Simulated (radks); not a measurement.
System: the tantalum ion Ta³⁺, configuration [Xe] 4f14 5d2 (high spin). Method: scalar-relativistic Kohn-Sham, AM05, spin-polarised, spherical densities, point nucleus; computed with the in-house radial solver radks.

Wanted: the number of electrons inside radius r (solid) and the radial density 4πr²ρ (dashed).

The count levels off at 70 electrons. Half of them lie within 0.381 bohr, 90 % within 1.16 bohr and 99 % within 2.25 bohr. The radial density has minima at 0.0242, 0.104 and 0.301 bohr, where the count stands at 1.9, 11.1 and 29.8; these part the shells that the density resolves.

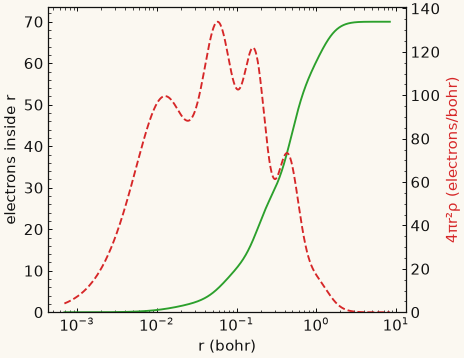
